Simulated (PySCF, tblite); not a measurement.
# C2H3F2S radical: geometry, infrared bands and EPR parameters

What infrared bands and EPR parameters should C2H3F2S radical (`CS[C](F)F`) show?

Computed with tblite 0.8.0 and PySCF 2.14.0, with density-fitted response routines of our own, on a single molecule in the gas phase. Atoms count from 0, in the outputs and in this text.

### Step 1. The molecule as given

8 atoms, charge 0, multiplicity 2; geometry from: force field or distance geometry start.

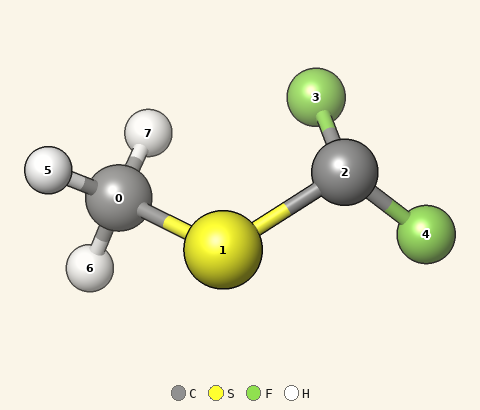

The starting geometry (carbon grey, sulfur yellow, fluorine green, hydrogen white), atoms numbered; sticks join atoms by distance.

### Step 2. Relaxing the molecule with GFN2-xTB

The job: settings as JSON, then the geometry in Å.

```
{"job": {"kind": "relax", "xc": "GFN2-xTB", "basis": "xTB"}, "charge": 0, "multiplicity": 2}
C     -1.184000     0.127600    -0.035000
S      0.042000    -0.811900     0.871600
C      1.664400    -0.109900     0.468500
F      1.412500     0.939200    -0.428000
F      2.471600    -0.999000    -0.184100
H     -1.930600     0.569400     0.650900
H     -1.737000    -0.610600    -0.676400
H     -0.729900     0.904700    -0.692200
```

Command:

```bash
OMP_NUM_THREADS=1 python probes_run.py task.json out
```

The driver reads the jobs from task.json and runs them one after another.

Log:

```text
step      E/eV     max force
  0    -501.41258    2.455
  1    -501.57506    1.507
  2    -501.64245    0.838
  3    -501.66950    0.617
  4    -501.69412    0.358
  5    -501.69873    0.219
  6    -501.70060    0.110
  7    -501.70155    0.128
  8    -501.70292    0.153
  9    -501.70381    0.105
 10    -501.70447    0.066
 11    -501.70496    0.072
 12    -501.70558    0.113
 13    -501.70634    0.114
 14    -501.70711    0.094
 15    -501.70790    0.089
 16    -501.70913    0.139
 17    -501.71153    0.274
 18    -501.71551    0.425
 19    -501.72064    0.449
 20    -501.72966    0.361
 21    -501.73565    0.279
 22    -501.74133    0.600
 23    -501.75256    0.717
 24    -501.76499    0.585
 25    -501.78962    0.636
 26    -501.79577    0.479
 27    -501.80496    0.307
 28    -501.80952    0.230
 29    -501.81358    0.136
 30    -501.81686    0.171
 31    -501.81864    0.185
 32    -501.82045    0.122
 33    -501.82216    0.076
 34    -501.82266    0.075
 35    -501.82315    0.060
 36    -501.82363    0.075
 37    -501.82408    0.080
 38    -501.82441    0.062
 39    -501.82474    0.076
 40    -501.82515    0.088
 41    -501.82567    0.073
 42    -501.82613    0.085
 43    -501.82640    0.056
 44    -501.82652    0.022
 45    -501.82656    0.022
 46    -501.82662    0.024
 47    -501.82671    0.028
 48    -501.82693    0.038
 49    -501.82736    0.061
 50    -501.82809    0.089
 51    -501.82901    0.115
 52    -501.83017    0.128
 53    -501.83199    0.129
 54    -501.83423    0.151
 55    -501.83750    0.169
 56    -501.83825    0.305
 57    -501.84073    0.129
 58    -501.84283    0.102
 59    -501.84395    0.106
 60    -501.84528    0.126
 61    -501.84624    0.066
 62    -501.84710    0.090
 63    -501.84742    0.029
 64    -501.84738    0.080
 65    -501.84762    0.030
 66    -501.84770    0.026
 67    -501.84784    0.023
 68    -501.84786    0.014
 69    -501.84787    0.006
```

It took 0.36 s on 1 thread of Arm Neoverse N1, shared host.

The steps of the relaxation: (not every step is listed)

```csv
step,energy from step 0 (eV),largest force (eV/Å)
0,0.0000,2.4547
1,-0.1625,1.5069
2,-0.2299,0.8384
3,-0.2569,0.6168
4,-0.2815,0.3585
5,-0.2862,0.2189
6,-0.2880,0.1097
7,-0.2890,0.1281
8,-0.2903,0.1528
13,-0.2938,0.1141
18,-0.3029,0.4248
23,-0.3400,0.7167
28,-0.3969,0.2303
33,-0.4096,0.0762
38,-0.4118,0.0622
43,-0.4138,0.0561
48,-0.4144,0.0382
53,-0.4194,0.1291
58,-0.4303,0.1023
63,-0.4348,0.0293
64,-0.4348,0.0796
65,-0.4350,0.0300
66,-0.4351,0.0265
67,-0.4353,0.0232
68,-0.4353,0.0142
69,-0.4353,0.0065
```

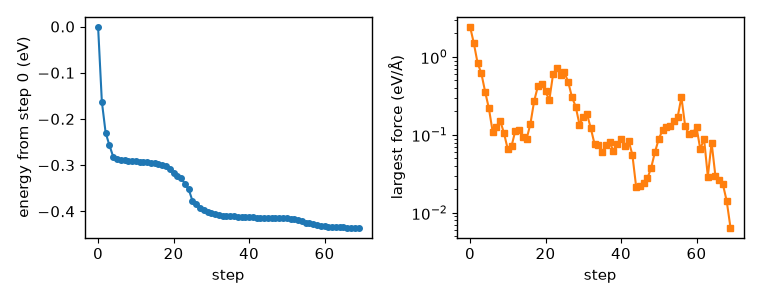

Energy and largest force along the relaxation.

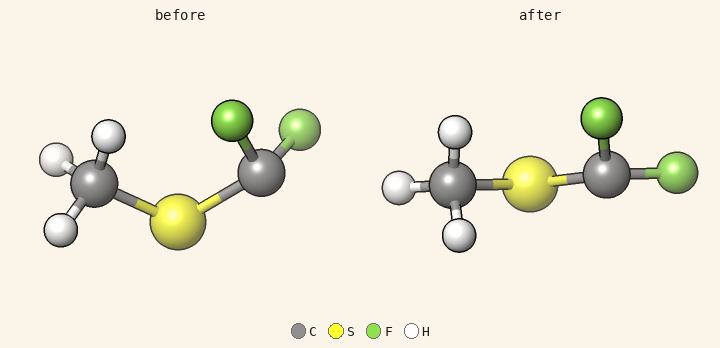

The geometry before (left) and after (right).

Close pairs (by a distance rule), those that changed most:

```csv
bond,before (Å),after (Å),change (Å)
S1–C2,1.813,1.738,-0.075
C2–F3,1.403,1.346,-0.056
C0–H6,1.123,1.084,-0.039
C2–F4,1.367,1.336,-0.031
C0–H7,1.114,1.085,-0.029
C0–S1,1.791,1.819,+0.028
C0–H5,1.106,1.086,-0.020
```

The end geometry stands in the next job.

### Step 3. Vibrational analysis with GFN2-xTB

The job: settings as JSON, then the geometry in Å.

```
{"job": {"kind": "ir", "xc": "GFN2-xTB", "basis": "xTB"}, "charge": 0, "multiplicity": 2}
C     -1.217805     0.105340    -0.101436
S      0.057325    -1.179285     0.083022
C      1.406901    -0.117682     0.354264
F      1.577629     0.899644    -0.511025
F      2.584226    -0.712853     0.563779
H     -1.311356     0.651793     0.831975
H     -2.143840    -0.409741    -0.332218
H     -0.944024     0.772198    -0.912927
```

Log:

```text
mode    cm-1     km/mol
  1      73.1      1.36
  2     118.4      0.41
  3     189.5      4.97
  4     340.7      1.46
  5     375.0      6.43
  6     454.4     10.19
  7     690.4      2.20
  8     723.7      8.21
  9     938.8      2.19
 10     959.2     13.40
 11    1090.4    234.38
 12    1147.5    286.32
 13    1313.8      0.47
 14    1430.6      8.50
 15    1435.4      8.68
 16    3038.6      0.44
 17    3049.8      0.57
 18    3072.1      0.50
```

Run time: 0.18 s. Hardware: 1 thread of Arm Neoverse N1, shared host.

Which atoms move in the most intense modes:

```csv
cm⁻¹,km/mol,atoms
375,6.4,"S1 33 %, F3 32 %, C2 20 %, F4 14 %"
454,10.2,"C2 43 %, F4 28 %, F3 25 %"
724,8.2,"C0 58 %, S1 32 %"
959,13.4,"H6 44 %, H7 25 %, C0 16 %"
1090,234.4,"C2 69 %, F3 29 %"
1148,286.3,"C2 69 %, F4 30 %"
1431,8.5,"H5 51 %, H7 30 %, H6 14 %"
1435,8.7,"H6 49 %, H7 34 %, H5 11 %"
```

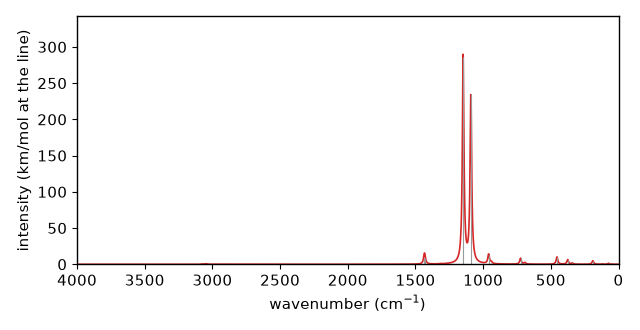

The infrared spectrum from these modes, unscaled. Lines are broadened to a width of 14 cm⁻¹ (Lorentzian).

### Step 4. EPR parameters: B3LYP/pcH-1

Same as in step 3 but for these lines:

```diff
@@ -1,2 +1,2 @@
-{"job": {"kind": "ir", "xc": "GFN2-xTB", "basis": "xTB"}, "charge": 0, "multiplicity": 2}
+{"job": {"kind": "epr", "basis": "pcH-1"}, "charge": 0, "multiplicity": 2}
 C     -1.217805     0.105340    -0.101436
```

Level: UKS B3LYP, pcH-1 on C F H S, non-relativistic, mean-field spin-orbit, GIAO.

Log:

```text
UKS, coarse grid
  cycle   1  E = -675.76174100  |g| = 5.00e-01
  cycle   2  E = -675.62825796  |g| = 8.26e-01
  cycle   3  E = -675.84366321  |g| = 4.49e-02
  cycle   4  E = -675.84445617  |g| = 1.85e-02
  cycle   5  E = -675.84461974  |g| = 8.20e-03
  cycle   6  E = -675.84465616  |g| = 2.66e-03
  cycle   7  E = -675.84466081  |g| = 8.13e-04
UKS, final grid
  cycle   1  E = -675.84471763  |g| = 9.71e-04
  cycle   2  E = -675.84471730  |g| = 1.54e-03
  cycle   3  E = -675.84471796  |g| = 1.16e-04
  cycle   4  E = -675.84471797  |g| = 4.81e-05
  cycle   5  E = -675.84471797  |g| = 2.30e-05
E = -675.84471797 Eh   <S^2> = 0.7536 (exact 0.7500)
g shifts (ppm)      1          2          3
  rmc          -257       -257       -257
  gc             19         47         28
  oz_so        -401       2769       4842
  total        -639       2559       4613
hyperfine (MHz)  atom isotope    a_iso     a_fc   dipolar eigenvalues
    0   13C      11.18      11.18     -1.33     -0.44      1.77
    1   33S       8.65       8.83    -23.56    -18.02     41.58
    2   13C     463.31     463.07    -70.56    -69.08    139.64
    3   19F     307.57     305.15   -209.13   -191.48    400.61
    4   19F     200.78     199.50   -198.99   -177.22    376.21
    5    1H       8.94       8.93     -3.57     -2.54      6.11
    6    1H      -2.17      -2.18     -2.30     -1.47      3.77
    7    1H       1.70       1.69     -3.20     -1.84      5.04
```

Run time: 29 s. Hardware: 1 thread of Arm Neoverse N1, shared host; peak memory 0.63 GiB.

Principal g values 2.00168, 2.00488, 2.00693; g(iso) = 2.00450, against 2.00232 for a free electron.

Hyperfine couplings; where a row names several nuclei, a(iso) is their mean (it holds for fast rotation or exchange) and the dipolar term the largest among them:

```csv
nuclei,isotope,a(iso) (MHz),"a(iso) (G, at g = 2.0023)",largest dipolar term (MHz)
C2,13C,463.3,165.3,139.6
"F3, F4",19F,254.2,90.7,400.6
C0,13C,11.2,4.0,1.8
S1,33S,8.7,3.1,41.6
"H5, H6, H7",1H,2.8,1.0,6.1
```

Mulliken spin populations:

```csv
atom,value (e)
C0,0.00
S1,0.14
C2,0.74
F3,0.06
F4,0.05
H5,0.01
H6,0.00
H7,0.00
```

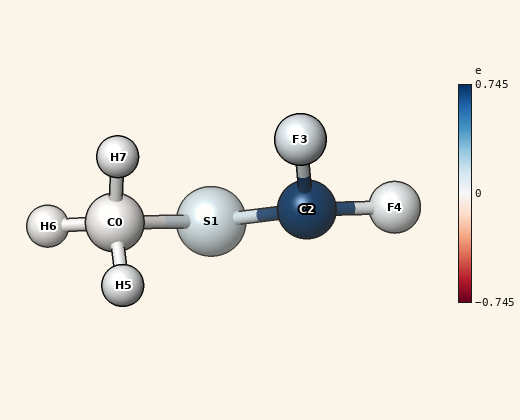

Mulliken spin populations, as colours on the atoms.

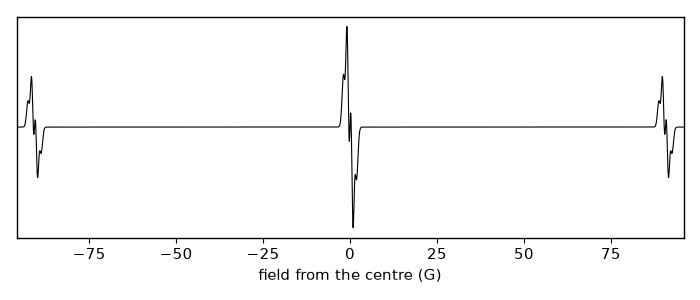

First-order isotropic spectrum (first derivative, main isotopes with spin only, couplings over 0.8 MHz, Gaussian width 0.5 G; couplings of the frozen geometry, rotation of groups not averaged beyond the rows shown).

The fields below are evaluated on a grid from the run's orbitals.

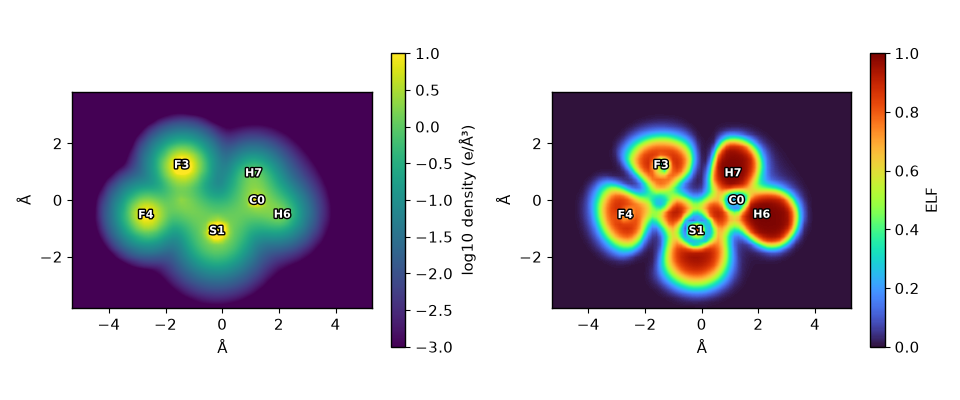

Density (left) and ELF (right) in a plane through or near 6 of the atoms.

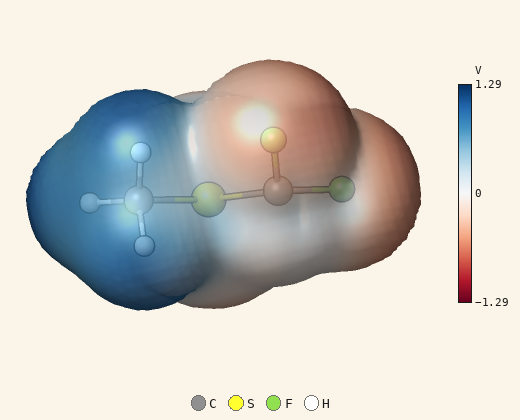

Electrostatic potential on the surface of density 0.002 e/bohr³; red is low, blue high. It runs from -0.64 V near F3 to 1.29 V near H6.

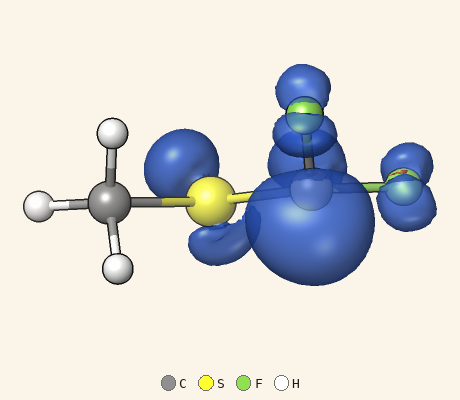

Spin density at ±0.05 e/Å³ (alpha excess blue, beta excess red).

### Step 5. Summary of results

| quantity | value |
| --- | --- |
| strongest single infrared mode (GFN2-xTB) | 1148 cm⁻¹, 286 km/mol |
| zero-point energy (GFN2-xTB) | 29.2 kcal/mol |
| g(iso) (B3LYP) | 2.00450 |
| ⟨S²⟩ | 0.754 (exact 0.75) |
| largest a(iso) (averaged by class) | 13C on C2, 463.3 MHz |
| surface potential, least and greatest | -0.64 V and 1.29 V |

Over 69 steps the energy fell by 0.435 eV; of the close pairs, S1–C2 changed most, 1.813 to 1.738 Å. All 18 modes are real, so the xTB geometry is a minimum. The strongest single mode, at 1148 cm⁻¹, moves mainly C2. GFN2-xTB is a fitted tight-binding method: band positions and strengths are rough. Its intensities can rank the bands wrongly. C2 carries the largest spin population, 0.74 e. The isotropic g lies 2.2 ppt above the free-electron value.
